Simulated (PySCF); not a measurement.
# A diatomic session: SH+

What are the lowest state that PBE0 finds, the bond length, vibrational wavenumber and bond energy of SH+, and how much do these hang on the method?

Program: PySCF 2.14.0. Level of theory: H def2-SVP, S def2-SVP, no relativity. These are calculated values, not measurements.

**1. The job**

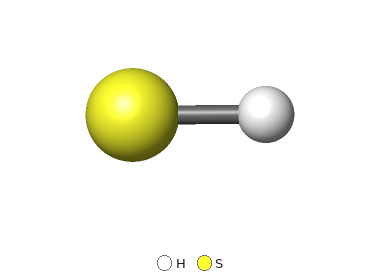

The two atoms at the starting distance (hydrogen white, sulfur yellow).

A driver script around PySCF takes these settings:

| Item | Value |
| --- | --- |
| atoms | H, S |
| charge | 1 |
| basis | H def2-SVP, S def2-SVP |
| Hamiltonian | no relativity |
| basis functions | 23 |
| electrons treated | 16 |
| masses in u | 1.0078, 31.9721 |
| levels | PBE0, PBE, r²SCAN, M06-L, LDA, PW91, HSE06, HF, MP2, SCS-MP2, CCSD, CCSD(T) |
| grid | 80 radial by 434 angular points |
| occupations | held fixed by the projection of orbital angular momentum |
| dissociation limit | H + S+, each in its ground configuration |
| starting distance in angstrom | 1.405 |
| values of 2S to try | 0, 2, 4 |

Command:

```bash
$ OMP_NUM_THREADS=1 python dia.py task.json out
```

After the search, every level is run at each distance in turn; below they are sorted by level.

**2. Which determinant to follow**

Unrestricted PBE0 solutions at 1.405 Å, counted from the lowest. The search isn't exhaustive.

```csv
2Ms+1,unpaired,term,E (eV),⟨S²⟩,⟨Lz²⟩,μ (D)
3,π ↑↑,³Σ⁻,0.00,2.01,0.00,-1.59
1,π ↑↓,not assigned,0.49,1.01,2.02,-1.59
1,none,not assigned,2.01,0.00,2.00,-1.61
3,"σ ↑, π ↑",³Π,3.80,2.01,1.00,-1.96
1,"σ ↓, π ↑",not assigned,4.23,1.02,1.00,-2.09
5,"σ ↑↑, π ↑↑",⁵Σ⁻,8.63,6.00,0.00,0.70
```

6 of 14 solutions are listed, lowest first.

A term symbol stands only where ⟨S²⟩ and ⟨Lz²⟩ are near those of a pure state. A positive dipole points from H to S; in an ion it is taken about the centre of mass and does not tell which atom is negative.

Followed over a short scan are these candidates:

```csv
2Ms+1,unpaired,R at minimum (Å),energy at minimum (eV)
3,π ↑↑,1.38,0.00
1,π ↑↓,1.38,0.49
```

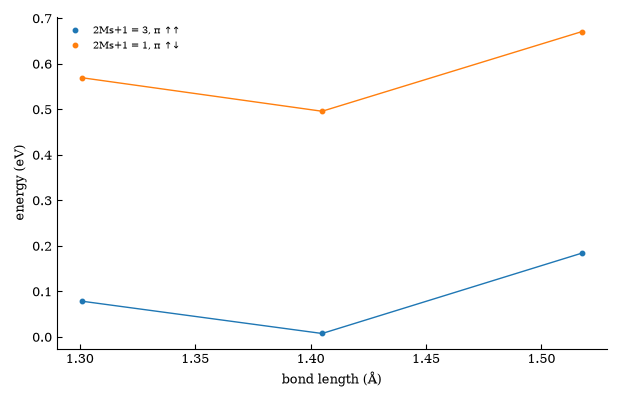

The followed solutions along the bond.

The search made 16 SCF attempts at the starting distance; with the short scans it took 2.3 s of wall time (1 thread of Arm Neoverse V2, shared host).

**3. First curve: PBE0**

State followed: ³Σ⁻ (triplet), unpaired electrons π ↑↑. The scan is laid around 1.379 Å.

Output of the SCF at 1.379 Å:

```text
******** <class 'pyscf.dft.uks_symm.SymAdaptedUKS'> ********
method = SymAdaptedUKS
initial guess = minao
damping factor = 0
level_shift factor = 0
DIIS = <class 'pyscf.scf.diis.CDIIS'>
diis_start_cycle = 1
diis_space = 10
diis_damp = 0
SCF conv_tol = 1e-09
SCF conv_tol_grad = None
SCF max_cycles = 60
direct_scf = False
max_memory 909 MB (current use 224 MB)
number electrons alpha = 9  beta = 7
XC library pyscf.dft.libxc version 7.0.0
    S. Lehtola, C. Steigemann, M. J.T. Oliveira, and M. A.L. Marques.,  SoftwareX 7, 1–5 (2018)
XC functionals = PBE0
    C. Adamo and V. Barone.,  J. Chem. Phys. 110, 6158 (1999)
    M. Ernzerhof and G. E. Scuseria.,  J. Chem. Phys. 110, 5029 (1999)
small_rho_cutoff = 0
Overwritten attributes  get_j get_k get_hcore get_occ get_jk  of <class 'pyscf.dft.uks_symm.SymAdaptedUKS'>
<class 'pyscf.dft.uks_symm.SymAdaptedUKS'> does not have attributes  refdm
Set gradient conv threshold to 3.16228e-05
init E= -398.109817851565
cycle= 1 E= -398.095911758883  delta_E= 0.0139  |g|= 0.00549  |ddm|= 0.0165
cycle= 2 E= -398.09592987215  delta_E= -1.81e-05  |g|= 0.00249  |ddm|= 0.00999
cycle= 3 E= -398.095934207151  delta_E= -4.34e-06  |g|= 0.000254  |ddm|= 0.00305
cycle= 4 E= -398.095934254414  delta_E= -4.73e-08  |g|= 7.37e-05  |ddm|= 0.000501
cycle= 5 E= -398.095934260033  delta_E= -5.62e-09  |g|= 1.81e-05  |ddm|= 0.000129
cycle= 6 E= -398.095934260901  delta_E= -8.68e-10  |g|= 4.04e-06  |ddm|= 6.36e-05
Extra cycle  E= -398.095934260932  delta_E= -3.09e-11  |g|= 1.82e-06  |ddm|= 8.28e-06
converged SCF energy = -398.095934260932  <S^2> = 2.0063826  2S+1 = 3.0042521
```

Points of the scan, energies from the lowest:

```csv
R (Å),E (eV),μ (D),Mulliken charge of H (e),Mayer bond order,⟨S²⟩,HOMO (eV),LUMO (eV)
1.1859,0.6164,-1.30,0.15,0.97,2.01,-19.09,-13.46
1.2411,0.2815,-1.37,0.18,0.96,2.01,-19.03,-13.41
1.2963,0.0902,-1.44,0.20,0.95,2.01,-18.97,-13.35
1.3376,0.0202,-1.50,0.22,0.94,2.01,-18.92,-13.31
1.3790,0.0000,-1.55,0.24,0.93,2.01,-18.88,-13.27
1.4204,0.0204,-1.62,0.25,0.92,2.01,-18.84,-13.23
1.4755,0.0970,-1.70,0.27,0.91,2.01,-18.78,-13.18
1.5445,0.2524,-1.82,0.28,0.90,2.01,-18.71,-13.11
1.6272,0.4968,-1.97,0.30,0.89,2.01,-18.63,-13.03
1.7375,0.8766,-2.18,0.32,0.87,2.01,-18.52,-12.92
```

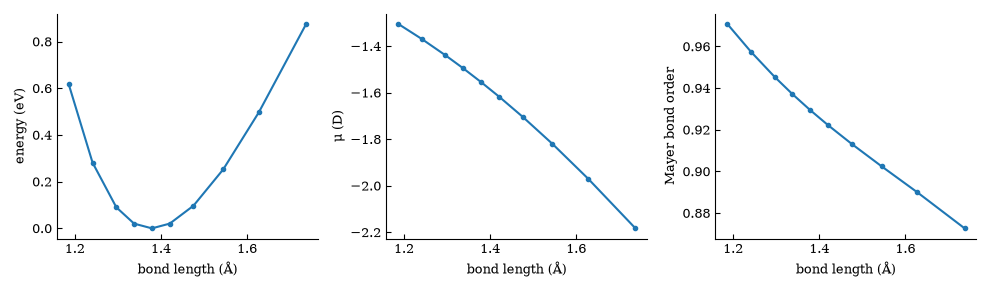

The PBE0 energy and properties against bond length.

Constants from the curve: Re = 1.377 Å, ωe = 2572 cm⁻¹, ωexe = 44.4 cm⁻¹, αe = 0.261 cm⁻¹, Be = 9.094 cm⁻¹, De = 3.75 eV, μ = -1.55 D.

Orbitals nearest the gap at 1.379 Å:

```csv
spin,orbital,ε (eV),filled,made of
α,σ,-31.10,yes,S s 91 %
β,σ,-28.36,yes,"S s 83 %, H s 13 %"
α,σ,-20.91,yes,"S p 64 %, H s 27 %"
β,σ,-20.11,yes,"S p 60 %, H s 26 %, S s 13 %"
α,π,-18.88,yes,S p 100 %
α,π,-18.88,yes,S p 100 %
β,π,-13.27,no,S p 100 %
β,π,-13.27,no,S p 100 %
α,σ,-7.28,no,"H s 70 %, S p 26 %"
α,σ,0.36,no,"S s 43 %, H s 33 %, S d 19 %"
```

Polarisability there: 13.6 bohr³ along the bond, 8.0 across it. Without diffuse functions these come out too small, above all across the bond.

**4. Fields at the reference distance**

The fields below are evaluated on a grid from the run's orbitals.

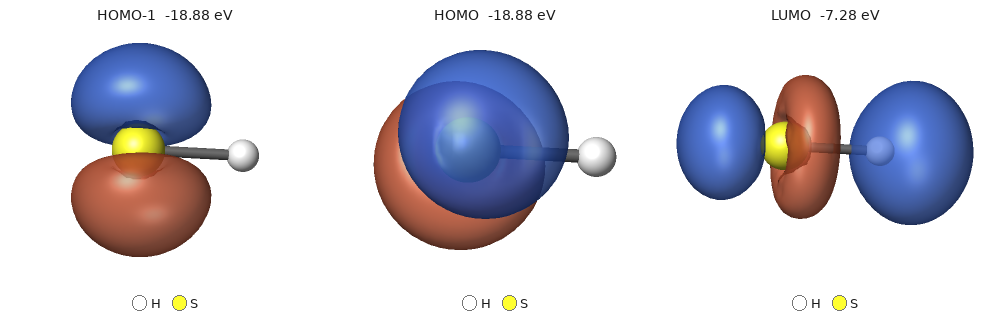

PBE0 orbitals (alpha spin) near the gap, drawn at the value that encloses 70 % of each; the two colours are the two signs.

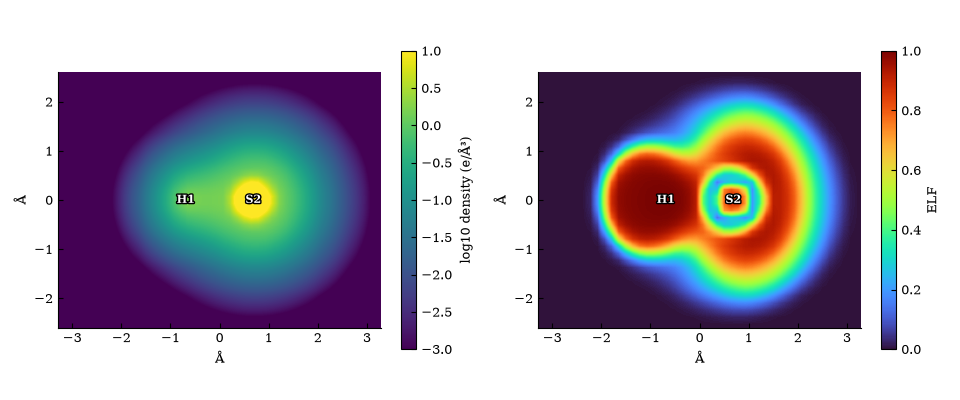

Density (left) and ELF (right) in a plane through or near 2 of the atoms.

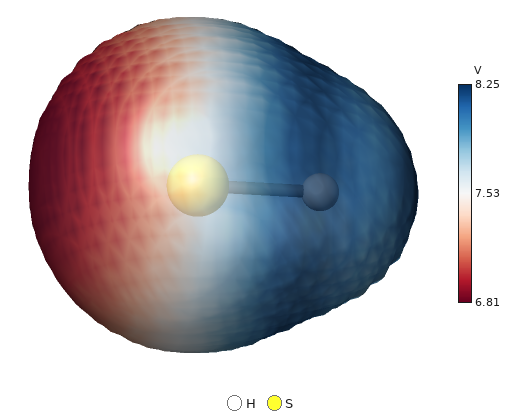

Electrostatic potential on the surface of density 0.002 e/bohr³; red is low, blue high. It runs, from the 1st to the 99th percentile, from 6.81 V near S2 to 8.25 V near H1.

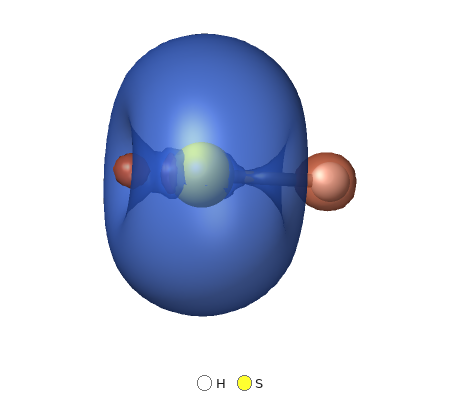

Spin density at ±0.04 e/Å³ (alpha excess blue, beta excess red).

**5. Higher solutions at PBE0**

State 2: Ms = 0 determinant of mixed spin (⟨S²⟩ = 1.01), unpaired electrons π ↑↓, an excited solution.

Log of the SCF at 1.379 Å:

```text
[... 13 set-up lines left out, the same as in an earlier log ...]
max_memory 909 MB (current use 257 MB)
number electrons alpha = 8  beta = 8
[... 7 set-up lines left out, the same as in an earlier log ...]
init E= -398.091828378787
cycle= 1 E= -398.077949227266  delta_E= 0.0139  |g|= 0.00545  |ddm|= 0.0165
cycle= 2 E= -398.07796661729  delta_E= -1.74e-05  |g|= 0.00253  |ddm|= 0.00992
cycle= 3 E= -398.077971086758  delta_E= -4.47e-06  |g|= 0.000261  |ddm|= 0.00302
cycle= 4 E= -398.077971131137  delta_E= -4.44e-08  |g|= 5.51e-05  |ddm|= 0.000491
cycle= 5 E= -398.077971133155  delta_E= -2.02e-09  |g|= 2.67e-06  |ddm|= 7.84e-05
cycle= 6 E= -398.077971133162  delta_E= -7.45e-12  |g|= 2.04e-07  |ddm|= 4.55e-06
Extra cycle  E= -398.077971133162  delta_E= 2.27e-13  |g|= 7.33e-08  |ddm|= 3.65e-07
converged SCF energy = -398.077971133162  <S^2> = 1.008309  2S+1 = 2.2434875
```

Re = 1.378 Å, ωe = 2571 cm⁻¹; the determinant mixes terms (⟨S²⟩ = 1.01, ⟨Lz²⟩ = 2.02), so these belong to no real state. Its minimum lies 0.49 eV above that of the lowest state.

Energy (eV) from the lowest point of the lowest state:

```csv
R (Å),lowest,state 2
1.186,0.616,1.111
1.241,0.282,0.774
1.296,0.090,0.581
1.338,0.020,0.510
1.379,0.000,0.489
1.420,0.020,0.508
1.476,0.097,0.584
1.544,0.252,0.739
1.627,0.497,0.984
1.738,0.877,1.367
```

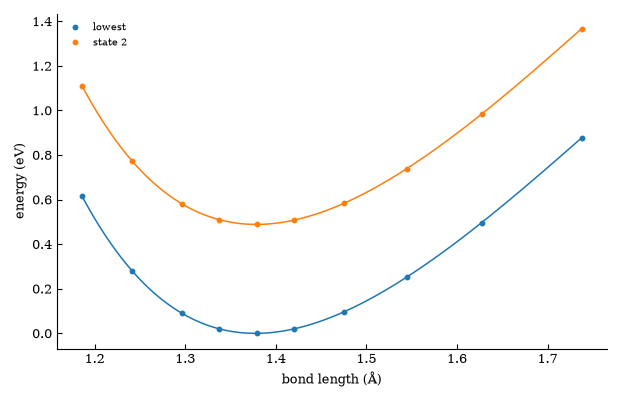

PBE0 curves of the followed states.

**6. PBE**

Output of the SCF at 1.379 Å:

```text
[... 13 set-up lines left out, the same as in an earlier log ...]
max_memory 909 MB (current use 232 MB)
[... 3 set-up lines left out, the same as in an earlier log ...]
XC functionals = PBE
    J. P. Perdew, K. Burke, and M. Ernzerhof.,  Phys. Rev. Lett. 77, 3865 (1996)
    J. P. Perdew, K. Burke, and M. Ernzerhof.,  Phys. Rev. Lett. 78, 1396 (1997)
    J. P. Perdew, K. Burke, and M. Ernzerhof.,  Phys. Rev. Lett. 77, 3865 (1996)
    J. P. Perdew, K. Burke, and M. Ernzerhof.,  Phys. Rev. Lett. 78, 1396 (1997)
[... 2 set-up lines left out, the same as in an earlier log ...]
init E= -398.059882951829
cycle= 1 E= -398.060276777907  delta_E= -0.000394  |g|= 0.0041  |ddm|= 0.0341
cycle= 2 E= -398.060279666262  delta_E= -2.89e-06  |g|= 0.00221  |ddm|= 0.00584
cycle= 3 E= -398.060282849785  delta_E= -3.18e-06  |g|= 0.000764  |ddm|= 0.00402
cycle= 4 E= -398.060283328594  delta_E= -4.79e-07  |g|= 5.89e-05  |ddm|= 0.00113
cycle= 5 E= -398.060283331501  delta_E= -2.91e-09  |g|= 2.31e-05  |ddm|= 0.000115
cycle= 6 E= -398.060283331911  delta_E= -4.1e-10  |g|= 2.33e-06  |ddm|= 3.81e-05
Extra cycle  E= -398.06028333192  delta_E= -8.98e-12  |g|= 9.47e-07  |ddm|= 5.92e-06
converged SCF energy = -398.06028333192  <S^2> = 2.0048193  2S+1 = 3.0032112
```

Re = 1.392 Å, ωe = 2468 cm⁻¹, ωexe = 45.3 cm⁻¹, αe = 0.269 cm⁻¹, Be = 8.906 cm⁻¹, De = 3.81 eV, μ = -1.52 D. 2 s of CPU time for 12 points, integrals apart.

**7. r²SCAN (meta-GGA)**

Log of the SCF at 1.379 Å:

```text
[... 17 set-up lines left out, the same as in an earlier log ...]
XC functionals = R2SCAN
    J. W. Furness, A. D. Kaplan, J. Ning, J. P. Perdew, and J. Sun.,  J. Phys. Chem. Lett. 11, 8208-8215 (2020)
    J. W. Furness, A. D. Kaplan, J. Ning, J. P. Perdew, and J. Sun.,  J. Phys. Chem. Lett. 11, 9248-9248 (2020)
    J. W. Furness, A. D. Kaplan, J. Ning, J. P. Perdew, and J. Sun.,  J. Phys. Chem. Lett. 11, 8208-8215 (2020)
    J. W. Furness, A. D. Kaplan, J. Ning, J. P. Perdew, and J. Sun.,  J. Phys. Chem. Lett. 11, 9248-9248 (2020)
[... 2 set-up lines left out, the same as in an earlier log ...]
init E= -398.207248022362
cycle= 1 E= -398.207446907846  delta_E= -0.000199  |g|= 0.00467  |ddm|= 0.0432
cycle= 2 E= -398.207456630172  delta_E= -9.72e-06  |g|= 0.00291  |ddm|= 0.0113
cycle= 3 E= -398.207461939341  delta_E= -5.31e-06  |g|= 0.000434  |ddm|= 0.00468
cycle= 4 E= -398.20746209998  delta_E= -1.61e-07  |g|= 0.000193  |ddm|= 0.000862
cycle= 5 E= -398.207462134124  delta_E= -3.41e-08  |g|= 2.14e-05  |ddm|= 0.000275
cycle= 6 E= -398.207462135138  delta_E= -1.01e-09  |g|= 3.55e-06  |ddm|= 6.73e-05
cycle= 7 E= -398.207462135169  delta_E= -3.13e-11  |g|= 5.4e-07  |ddm|= 1.36e-05
Extra cycle  E= -398.20746213517  delta_E= -8.53e-13  |g|= 2.96e-07  |ddm|= 1.42e-06
converged SCF energy = -398.20746213517  <S^2> = 2.0087747  2S+1 = 3.0058441
```

Re = 1.377 Å, ωe = 2552 cm⁻¹, ωexe = 46.6 cm⁻¹, αe = 0.272 cm⁻¹, Be = 9.095 cm⁻¹, De = 3.78 eV, μ = -1.57 D. 3.1 s of CPU time for 12 points, integrals apart.

**8. M06-L (meta-GGA)**

The SCF at the reference distance, 1.379 Å, printed:

```text
[... 13 set-up lines left out, the same as in an earlier log ...]
max_memory 909 MB (current use 237 MB)
[... 3 set-up lines left out, the same as in an earlier log ...]
XC functionals = M06L
    Y. Zhao and D. G. Truhlar.,  J. Chem. Phys. 125, 194101 (2006)
    Y. Zhao and D. G. Truhlar.,  J. Chem. Phys. 125, 194101 (2006)
    Y. Zhao and D. G. Truhlar.,  Theor. Chem. Acc. 120, 215 (2008)
[... 2 set-up lines left out, the same as in an earlier log ...]
init E= -398.229422453365
cycle= 1 E= -398.230655680237  delta_E= -0.00123  |g|= 0.00873  |ddm|= 0.0868
cycle= 2 E= -398.230717724533  delta_E= -6.2e-05  |g|= 0.00557  |ddm|= 0.0228
cycle= 3 E= -398.230742429607  delta_E= -2.47e-05  |g|= 0.00161  |ddm|= 0.0106
cycle= 4 E= -398.230745406673  delta_E= -2.98e-06  |g|= 0.000423  |ddm|= 0.0029
cycle= 5 E= -398.230745670475  delta_E= -2.64e-07  |g|= 0.000142  |ddm|= 0.00107
cycle= 6 E= -398.230745691034  delta_E= -2.06e-08  |g|= 7.86e-06  |ddm|= 0.000275
cycle= 7 E= -398.230745691098  delta_E= -6.41e-11  |g|= 8.52e-07  |ddm|= 1.73e-05
Extra cycle  E= -398.230745691099  delta_E= -1.08e-12  |g|= 3.61e-07  |ddm|= 1.85e-06
converged SCF energy = -398.230745691099  <S^2> = 2.0088748  2S+1 = 3.0059107
```

Re = 1.384 Å, ωe = 2461 cm⁻¹, ωexe = 39.8 cm⁻¹, αe = 0.276 cm⁻¹, Be = 9.006 cm⁻¹, De = 3.70 eV, μ = -1.53 D. 3 s of CPU time for 12 points, integrals apart.

**9. LDA (local density)**

The SCF at the reference distance, 1.379 Å, printed:

```text
[... 13 set-up lines left out, the same as in an earlier log ...]
max_memory 909 MB (current use 238 MB)
[... 3 set-up lines left out, the same as in an earlier log ...]
XC functionals = LDA,VWN
    P. A. M. Dirac.,  Math. Proc. Cambridge Philos. Soc. 26, 376 (1930)
    F. Bloch.,  Z. Phys. 57, 545 (1929)
    S. H. Vosko, L. Wilk, and M. Nusair.,  Can. J. Phys. 58, 1200 (1980)
[... 2 set-up lines left out, the same as in an earlier log ...]
init E= -396.835233405673
cycle= 1 E= -396.83689110294  delta_E= -0.00166  |g|= 0.0103  |ddm|= 0.0654
cycle= 2 E= -396.836921780592  delta_E= -3.07e-05  |g|= 0.00491  |ddm|= 0.0169
cycle= 3 E= -396.836938538711  delta_E= -1.68e-05  |g|= 0.0024  |ddm|= 0.00976
cycle= 4 E= -396.836942821208  delta_E= -4.28e-06  |g|= 8.5e-05  |ddm|= 0.00348
cycle= 5 E= -396.836942827824  delta_E= -6.62e-09  |g|= 1.43e-05  |ddm|= 0.00021
cycle= 6 E= -396.836942828025  delta_E= -2.01e-10  |g|= 4.59e-06  |ddm|= 3.82e-05
Extra cycle  E= -396.836942828037  delta_E= -1.19e-11  |g|= 2.73e-06  |ddm|= 9.96e-06
converged SCF energy = -396.836942828037  <S^2> = 2.0029073  2S+1 = 3.0019376
```

Re = 1.399 Å, ωe = 2429 cm⁻¹, ωexe = 44.6 cm⁻¹, αe = 0.269 cm⁻¹, Be = 8.815 cm⁻¹, De = 4.25 eV, μ = -1.61 D. 1.3 s of CPU time for 12 points, integrals apart.

**10. PW91 (GGA)**

The SCF at the reference distance, 1.379 Å, printed:

```text
[... 13 set-up lines left out, the same as in an earlier log ...]
max_memory 909 MB (current use 234 MB)
[... 3 set-up lines left out, the same as in an earlier log ...]
XC functionals = PW91,PW91
    J. P. Perdew. In P. Ziesche and H. Eschrig, editors, Proceedings of the 75. WE-Heraeus-Seminar and 21st Annual International Symposium on Electronic Structure of Solids, 11. Berlin, 1991. Akademie Verlag.
    J. P. Perdew, J. A. Chevary, S. H. Vosko, K. A. Jackson, M. R. Pederson, D. J. Singh, and C. Fiolhais.,  Phys. Rev. B 46, 6671 (1992)
    J. P. Perdew, J. A. Chevary, S. H. Vosko, K. A. Jackson, M. R. Pederson, D. J. Singh, and C. Fiolhais.,  Phys. Rev. B 48, 4978 (1993)
    J. P. Perdew. In P. Ziesche and H. Eschrig, editors, Proceedings of the 75. WE-Heraeus-Seminar and 21st Annual International Symposium on Electronic Structure of Solids, 11. Berlin, 1991. Akademie Verlag.
    J. P. Perdew, J. A. Chevary, S. H. Vosko, K. A. Jackson, M. R. Pederson, D. J. Singh, and C. Fiolhais.,  Phys. Rev. B 46, 6671 (1992)
    J. P. Perdew, J. A. Chevary, S. H. Vosko, K. A. Jackson, M. R. Pederson, D. J. Singh, and C. Fiolhais.,  Phys. Rev. B 48, 4978 (1993)
[... 2 set-up lines left out, the same as in an earlier log ...]
init E= -398.219076977315
cycle= 1 E= -398.219497230904  delta_E= -0.00042  |g|= 0.00322  |ddm|= 0.0388
cycle= 2 E= -398.219501562271  delta_E= -4.33e-06  |g|= 0.00148  |ddm|= 0.00561
cycle= 3 E= -398.219503084551  delta_E= -1.52e-06  |g|= 0.000474  |ddm|= 0.00241
cycle= 4 E= -398.219503254069  delta_E= -1.7e-07  |g|= 0.000148  |ddm|= 0.000782
cycle= 5 E= -398.219503269549  delta_E= -1.55e-08  |g|= 1.77e-05  |ddm|= 0.000248
cycle= 6 E= -398.219503269917  delta_E= -3.68e-10  |g|= 1.89e-06  |ddm|= 3.83e-05
Extra cycle  E= -398.219503269924  delta_E= -7.28e-12  |g|= 6.27e-07  |ddm|= 4.61e-06
converged SCF energy = -398.219503269924  <S^2> = 2.0047697  2S+1 = 3.0031781
```

Re = 1.391 Å, ωe = 2468 cm⁻¹, ωexe = 45.3 cm⁻¹, αe = 0.271 cm⁻¹, Be = 8.920 cm⁻¹, De = 3.83 eV, μ = -1.51 D.

**11. HSE06**

The SCF at the reference distance, 1.379 Å, printed:

```text
[... 13 set-up lines left out, the same as in an earlier log ...]
max_memory 909 MB (current use 235 MB)
[... 3 set-up lines left out, the same as in an earlier log ...]
XC functionals = HSE06
    J. Heyd, G. E. Scuseria, and M. Ernzerhof.,  J. Chem. Phys. 118, 8207 (2003)
    J. Heyd, G. E. Scuseria, and M. Ernzerhof.,  J. Chem. Phys. 124, 219906 (2006)
    A. V. Krukau, O. A. Vydrov, A. F. Izmaylov, and G. E. Scuseria.,  J. Chem. Phys. 125, 224106 (2006)
[... 2 set-up lines left out, the same as in an earlier log ...]
init E= -398.113570277708
cycle= 1 E= -398.113575662816  delta_E= -5.39e-06  |g|= 0.000415  |ddm|= 0.00469
cycle= 2 E= -398.113575713366  delta_E= -5.06e-08  |g|= 0.000105  |ddm|= 0.000618
cycle= 3 E= -398.113575719523  delta_E= -6.16e-09  |g|= 4.32e-05  |ddm|= 0.000193
cycle= 4 E= -398.113575721014  delta_E= -1.49e-09  |g|= 6.92e-06  |ddm|= 6.99e-05
cycle= 5 E= -398.11357572108  delta_E= -6.66e-11  |g|= 1.48e-06  |ddm|= 1.58e-05
Extra cycle  E= -398.113575721084  delta_E= -3.35e-12  |g|= 6.57e-07  |ddm|= 3.13e-06
converged SCF energy = -398.113575721084  <S^2> = 2.0062833  2S+1 = 3.0041859
```

Re = 1.378 Å, ωe = 2569 cm⁻¹, ωexe = 44.7 cm⁻¹, αe = 0.262 cm⁻¹, Be = 9.090 cm⁻¹, De = 3.74 eV, μ = -1.55 D.

**12. UHF**

The SCF at the reference distance, 1.379 Å, printed:

```text
******** <class 'pyscf.scf.uhf_symm.SymAdaptedUHF'> ********
method = SymAdaptedUHF
[... 11 set-up lines left out, the same as in an earlier log ...]
max_memory 909 MB (current use 236 MB)
[... 1 set-up line left out, the same as in an earlier log ...]
Overwritten attributes  get_j get_k get_hcore get_occ get_jk  of <class 'pyscf.scf.uhf_symm.SymAdaptedUHF'>
<class 'pyscf.scf.uhf_symm.SymAdaptedUHF'> does not have attributes  refdm
[... 1 set-up line left out, the same as in an earlier log ...]
init E= -397.619735859814
cycle= 1 E= -397.623490126611  delta_E= -0.00375  |g|= 0.0158  |ddm|= 0.0802
cycle= 2 E= -397.623704622267  delta_E= -0.000214  |g|= 0.00584  |ddm|= 0.0187
cycle= 3 E= -397.623746704451  delta_E= -4.21e-05  |g|= 0.00139  |ddm|= 0.0108
cycle= 4 E= -397.623749383731  delta_E= -2.68e-06  |g|= 0.000267  |ddm|= 0.00313
cycle= 5 E= -397.623749489751  delta_E= -1.06e-07  |g|= 6.6e-05  |ddm|= 0.000631
cycle= 6 E= -397.623749498554  delta_E= -8.8e-09  |g|= 3.26e-05  |ddm|= 0.000161
cycle= 7 E= -397.623749501611  delta_E= -3.06e-09  |g|= 1.39e-05  |ddm|= 0.000104
cycle= 8 E= -397.623749502269  delta_E= -6.58e-10  |g|= 2.41e-06  |ddm|= 6.23e-05
Extra cycle  E= -397.623749502277  delta_E= -8.58e-12  |g|= 1.43e-06  |ddm|= 4.15e-06
converged SCF energy = -397.623749502277  <S^2> = 2.0163851  2S+1 = 3.0109036
```

Re = 1.355 Å, ωe = 2745 cm⁻¹, ωexe = 45.6 cm⁻¹, αe = 0.252 cm⁻¹, Be = 9.395 cm⁻¹, De = 2.61 eV, μ = -1.58 D. 0.2 s of CPU time for 12 points, integrals apart.

[end of part 1 of 2]
